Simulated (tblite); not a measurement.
**C$_{4}$H$_{6}$GeN$_{2}$O: geometry relaxation (part 2 of 2)**

Continued. System: C$_{4}$H$_{6}$GeN$_{2}$O. Method: GFN2-xTB geometry optimisation, gas phase (tblite 0.8.0). It belongs to a series of runs on one base structure; here: constitutional isomer.

Geometry of the input (Å):
```
C  -1.7120  0.0282  -1.2475
C  -0.9061  -0.2449  -0.2492
C  -1.3275  -1.0579  0.8714
O  -0.5085  -1.2797  1.7908
Ge 0.8897  0.4222  -0.2454
N  2.0672  -0.6198  0.6984
C  0.8518  2.2275  0.3153
N  0.8399  3.3333  0.6575
H  -1.3142  0.6361  -2.0363
H  -2.7412  -0.3297  -1.2729
H  -2.3174  -1.4889  0.9867
H  1.3376  0.4128  -1.7370
H  3.0641  -0.4611  0.5390
H  1.7758  -1.5786  0.9070
```

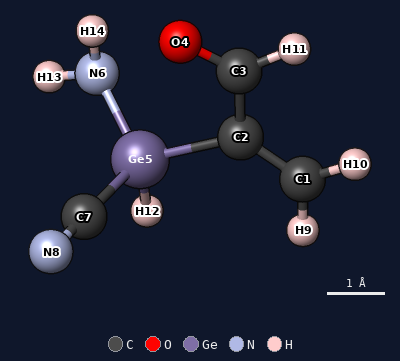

*The geometry at step 91 of the log (ball-and-stick view, seen at a tilt; atoms are numbered from 1 in the order of the input).*

Trajectory as extended XYZ, continued:
```
14
Properties=species:S:1:pos:R:3:forces:R:3 step=46 energy=-635.24621
C    -1.8156    0.0007   -1.2675   -0.0150   0.0060  -0.0140
C    -0.9204   -0.2714   -0.3211    0.0120  -0.0490  -0.0300
C    -1.2873   -1.0724    0.8422    0.0070   0.0300   0.0330
O    -0.4872   -1.4095    1.6785   -0.0740   0.0170   0.0600
Ge    0.9590    0.3542   -0.3437   -0.0110   0.0250   0.0220
N     2.1055   -0.7387    0.5000    0.0320  -0.0020  -0.1560
C     0.9163    2.1660    0.3637    0.0640  -0.0700   0.0320
N     0.9515    3.2208    0.8068   -0.0400   0.0500   0.0010
H    -1.5724    0.5824   -2.1422    0.0620   0.0140   0.0030
H    -2.8332   -0.3586   -1.2045   -0.0200  -0.0020   0.0200
H    -2.3571   -1.3485    0.9206    0.0280  -0.0390  -0.0100
H     1.4402    0.5153   -1.7641    0.0110  -0.0050  -0.0140
H     3.0835   -0.4905    0.5356   -0.0200   0.0280   0.0020
H     1.8164   -1.1504    1.3735   -0.0370  -0.0020   0.0510
14
Properties=species:S:1:pos:R:3:forces:R:3 step=55 energy=-635.25882
C    -1.7854    0.0005   -1.2594   -0.0410   0.0120  -0.0130
C    -0.9061   -0.2894   -0.3037   -0.0120  -0.0020  -0.0360
C    -1.2942   -1.0740    0.8640    0.0140   0.0640   0.0310
O    -0.5242   -1.3443    1.7519   -0.0410   0.0130   0.0130
Ge    0.9618    0.3564   -0.3383   -0.0070  -0.0200  -0.0030
N     2.1143   -0.7726    0.4510   -0.0050  -0.0310   0.0630
C     0.9290    2.1606    0.3825   -0.0150   0.0260  -0.0140
N     0.9086    3.2380    0.7693    0.0090  -0.0250   0.0290
H    -1.5153    0.5921   -2.1201    0.0270  -0.0070  -0.0030
H    -2.8095   -0.3400   -1.2138   -0.0380  -0.0160   0.0060
H    -2.3547   -1.3941    0.8995    0.0540  -0.0350  -0.0100
H     1.4019    0.5355   -1.7700    0.0170   0.0130  -0.0070
H     3.0750   -0.4743    0.5489   -0.0100  -0.0210   0.0070
H     1.7982   -1.1949    1.3159    0.0480   0.0290  -0.0630
14
Properties=species:S:1:pos:R:3:forces:R:3 step=64 energy=-635.26463
C    -1.7970   -0.0053   -1.2639    0.0260   0.0030  -0.0010
C    -0.9117   -0.2899   -0.3112    0.0330  -0.0320  -0.0440
C    -1.2941   -1.0566    0.8695   -0.0140   0.0750   0.0240
O    -0.5456   -1.2515    1.7949   -0.0260   0.0180  -0.0400
Ge    0.9603    0.3554   -0.3437   -0.0110  -0.0740  -0.0340
N     2.1190   -0.7827    0.4331   -0.0650  -0.0420   0.1530
C     0.9148    2.1527    0.3852    0.0430   0.0110   0.0470
N     0.9152    3.2168    0.8068   -0.0170   0.0170   0.0130
H    -1.5126    0.5683   -2.1329   -0.0510  -0.0020   0.0010
H    -2.8280   -0.3285   -1.2037    0.0410   0.0040  -0.0190
H    -2.3329   -1.4404    0.8686    0.0300  -0.0430   0.0430
H     1.4241    0.5428   -1.7680   -0.0220   0.0100  -0.0010
H     3.0760   -0.4758    0.5399    0.0050  -0.0010  -0.0260
H     1.8118   -1.2057    1.3031    0.0260   0.0570  -0.1170
14
Properties=species:S:1:pos:R:3:forces:R:3 step=73 energy=-635.27420
C    -1.8114   -0.0184   -1.2963    0.0020  -0.0160   0.0060
C    -0.9173   -0.3017   -0.3525    0.0190  -0.0070  -0.0090
C    -1.2807   -1.0138    0.8675    0.0040   0.0240   0.0060
O    -0.5565   -1.0361    1.8323    0.0060   0.0070  -0.0100
Ge    0.9550    0.3424   -0.3580    0.0030   0.0020   0.0110
N     2.1032   -0.8057    0.4246   -0.0140  -0.0080   0.0270
C     0.9205    2.1124    0.4386    0.0070   0.0140  -0.0110
N     0.9207    3.1593    0.9014   -0.0070   0.0000   0.0120
H    -1.5442    0.5413   -2.1795    0.0030  -0.0090   0.0210
H    -2.8457   -0.3201   -1.2087   -0.0010  -0.0250  -0.0170
H    -2.2569   -1.5336    0.8680   -0.0090   0.0200  -0.0060
H     1.4330    0.5521   -1.7740   -0.0120   0.0220   0.0140
H     3.0671   -0.5065    0.4919   -0.0090  -0.0280  -0.0150
H     1.8124   -1.1720    1.3225    0.0090   0.0030  -0.0290
14
Properties=species:S:1:pos:R:3:forces:R:3 step=82 energy=-635.27754
C    -1.8035   -0.0379   -1.3077    0.0110  -0.0010   0.0190
C    -0.9125   -0.3021   -0.3555    0.0200   0.0170  -0.0010
C    -1.2725   -0.9949    0.8753   -0.0380   0.0430   0.0030
O    -0.5570   -0.9788    1.8466    0.0130  -0.0100  -0.0170
Ge    0.9525    0.3543   -0.3505    0.0250   0.0240  -0.0010
N     2.0869   -0.8169    0.4159   -0.0230  -0.0370   0.0720
C     0.9198    2.1239    0.4485   -0.0070  -0.0180   0.0550
N     0.9083    3.1606    0.9335    0.0020   0.0070  -0.0150
H    -1.5353    0.5329   -2.1836   -0.0100  -0.0420  -0.0020
H    -2.8329   -0.3596   -1.2323    0.0040  -0.0070  -0.0080
H    -2.2437   -1.5216    0.8813   -0.0270  -0.0190   0.0100
H     1.4214    0.5806   -1.7654    0.0160   0.0040  -0.0080
H     3.0635   -0.5563    0.4534   -0.0370  -0.0250   0.0070
H     1.8044   -1.1845    1.3184    0.0500   0.0640  -0.1160
14
Properties=species:S:1:pos:R:3:forces:R:3 step=91 energy=-635.28527
C    -1.7907   -0.1002   -1.3370    0.0050  -0.0070  -0.0160
C    -0.9045   -0.2779   -0.3614   -0.0220   0.0260  -0.0070
C    -1.2742   -0.9203    0.8939    0.0190  -0.0210   0.0020
O    -0.5709   -0.8483    1.8717    0.0150  -0.0020   0.0050
Ge    0.9546    0.3997   -0.3350   -0.0080  -0.0230  -0.0170
N     2.0489   -0.8386    0.3739   -0.0370  -0.0700   0.1010
C     0.9126    2.1332    0.5393    0.0280   0.0230   0.0100
N     0.8992    3.1668    1.0309   -0.0070  -0.0400   0.0010
H    -1.5423    0.4363   -2.2385    0.0240  -0.0300  -0.0290
H    -2.8029   -0.4714   -1.2579   -0.0150   0.0170   0.0030
H    -2.2334   -1.4706    0.9095   -0.0020   0.0250   0.0160
H     1.4552    0.6629   -1.7338   -0.0310   0.0310   0.0170
H     3.0472   -0.6918    0.3270   -0.0230   0.0310   0.0130
H     1.8005   -1.1801    1.2954    0.0540   0.0410  -0.0980
14
Properties=species:S:1:pos:R:3:forces:R:3 step=100 energy=-635.29160
C    -1.7767   -0.1714   -1.3813   -0.0170   0.0140  -0.0120
C    -0.9175   -0.2440   -0.3699    0.0330  -0.0260  -0.0130
C    -1.2722   -0.8306    0.9156   -0.0200  -0.0090  -0.0330
O    -0.5510   -0.7153    1.8758    0.0320   0.0170   0.0590
Ge    0.9419    0.4279   -0.3194   -0.0050  -0.0030  -0.0060
N     2.0054   -0.8665    0.3368   -0.0900  -0.0210  -0.0070
C     0.9180    2.1190    0.6295    0.0020  -0.0770  -0.0250
N     0.8974    3.1340    1.1559    0.0060   0.0720   0.0610
H    -1.5068    0.2870   -2.3193   -0.0050  -0.0110  -0.0030
H    -2.7861   -0.5500   -1.2963    0.0040  -0.0030  -0.0170
H    -2.2189   -1.3950    0.9686   -0.0680   0.0110   0.0200
H     1.4489    0.7651   -1.6992   -0.0150  -0.0150  -0.0030
H     2.9988   -0.7791    0.2019    0.1410   0.0310   0.0100
H     1.8182   -1.1815    1.2792    0.0020   0.0190  -0.0310
14
Properties=species:S:1:pos:R:3:forces:R:3 step=110 energy=-635.30251
C    -1.7561   -0.2299   -1.4076   -0.0030  -0.0290  -0.0090
C    -0.9244   -0.2636   -0.3708    0.0160   0.0280   0.0600
C    -1.3097   -0.7726    0.9406    0.0000   0.0210   0.0110
O    -0.5565   -0.6914    1.8817   -0.0310   0.0110  -0.0320
Ge    0.9316    0.4275   -0.3133   -0.0100   0.0000  -0.0330
N     2.0448   -0.8596    0.2788   -0.0480  -0.0240   0.0090
C     0.9086    2.0898    0.6921    0.0220  -0.0020   0.0050
N     0.9217    3.0914    1.2459   -0.0160  -0.0560  -0.0020
H    -1.4441    0.1502   -2.3682   -0.0130   0.0240   0.0340
H    -2.7761   -0.5815   -1.3340    0.0140  -0.0300  -0.0040
H    -2.3076   -1.2389    1.0403    0.0230   0.0270  -0.0270
H     1.3855    0.8270   -1.6962    0.0180  -0.0180   0.0030
H     3.0407   -0.7234    0.1890    0.0120   0.0490  -0.0010
H     1.8409   -1.2253    1.1995    0.0160   0.0000  -0.0160
14
Properties=species:S:1:pos:R:3:forces:R:3 step=119 energy=-635.31030
C    -1.7344   -0.3262   -1.4336    0.0090  -0.0120   0.0050
C    -0.9328   -0.2463   -0.3758   -0.0200   0.0000   0.0080
C    -1.3469   -0.6527    0.9613   -0.0050   0.0150   0.0000
O    -0.5970   -0.5394    1.9008    0.0300  -0.0090   0.0140
Ge    0.9224    0.4430   -0.3171   -0.0080   0.0070  -0.0370
N     2.0515   -0.8666    0.1976   -0.0150   0.0020  -0.0030
C     0.9204    2.0376    0.7833   -0.0050  -0.0380  -0.0150
N     0.9317    2.9892    1.4177    0.0010   0.0430   0.0330
H    -1.4050   -0.0163   -2.4120    0.0050   0.0130  -0.0180
H    -2.7447   -0.7061   -1.3618    0.0210  -0.0020   0.0180
H    -2.3645   -1.0649    1.0821   -0.0070   0.0000  -0.0170
H     1.3808    0.8984   -1.6802   -0.0100  -0.0050  -0.0140
H     3.0403   -0.6796    0.1076    0.0090  -0.0030   0.0120
H     1.8773   -1.2706    1.1078   -0.0050  -0.0110   0.0130
14
Properties=species:S:1:pos:R:3:forces:R:3 step=128 energy=-635.31104
C    -1.7325   -0.3234   -1.4322    0.0070   0.0080   0.0020
C    -0.9327   -0.2394   -0.3733   -0.0050  -0.0110   0.0060
C    -1.3435   -0.6560    0.9620    0.0060  -0.0030   0.0100
O    -0.5857   -0.5679    1.8984   -0.0100   0.0000  -0.0230
Ge    0.9236    0.4446   -0.3233   -0.0090   0.0080   0.0010
N     2.0491   -0.8643    0.2021    0.0040  -0.0010   0.0020
C     0.9215    2.0400    0.7776    0.0000   0.0060  -0.0010
N     0.9301    2.9908    1.4141    0.0010  -0.0060   0.0020
H    -1.4068   -0.0039   -2.4095    0.0010  -0.0090   0.0020
H    -2.7386   -0.7134   -1.3606    0.0050   0.0030   0.0100
H    -2.3676   -1.0541    1.0819    0.0140   0.0050  -0.0060
H     1.3747    0.8904   -1.6918    0.0000   0.0000  -0.0020
H     3.0391   -0.6777    0.1199   -0.0040  -0.0040   0.0060
H     1.8686   -1.2663    1.1126   -0.0090   0.0040  -0.0100
14
Properties=species:S:1:pos:R:3:forces:R:3 step=137 energy=-635.31132
C    -1.7271   -0.3331   -1.4327   -0.0010   0.0010  -0.0020
C    -0.9300   -0.2355   -0.3733   -0.0010  -0.0040   0.0010
C    -1.3426   -0.6442    0.9635    0.0040  -0.0010   0.0070
O    -0.5852   -0.5544    1.8997   -0.0020   0.0000  -0.0050
Ge    0.9240    0.4521   -0.3266   -0.0020   0.0030  -0.0010
N     2.0449   -0.8633    0.1921    0.0040  -0.0020   0.0030
C     0.9230    2.0401    0.7850   -0.0010  -0.0030  -0.0010
N     0.9288    2.9818    1.4349    0.0030   0.0010  -0.0020
H    -1.3992   -0.0273   -2.4134   -0.0040   0.0010  -0.0010
H    -2.7324   -0.7239   -1.3564    0.0000  -0.0020  -0.0010
H    -2.3672   -1.0403    1.0832    0.0040   0.0020   0.0010
H     1.3704    0.9004   -1.6957    0.0040   0.0050   0.0010
H     3.0366   -0.6825    0.1191   -0.0050   0.0030   0.0030
H     1.8552   -1.2704    1.0984   -0.0040  -0.0030  -0.0020
```

Results in brief:

| quantity | value |
| --- | --- |
| outcome | converged |
| total energy | −635.3113 eV |
| hardware | 1 CPU thread, shared host |
| wall time | 1.5 s |
| peak memory | 0.18 GiB |
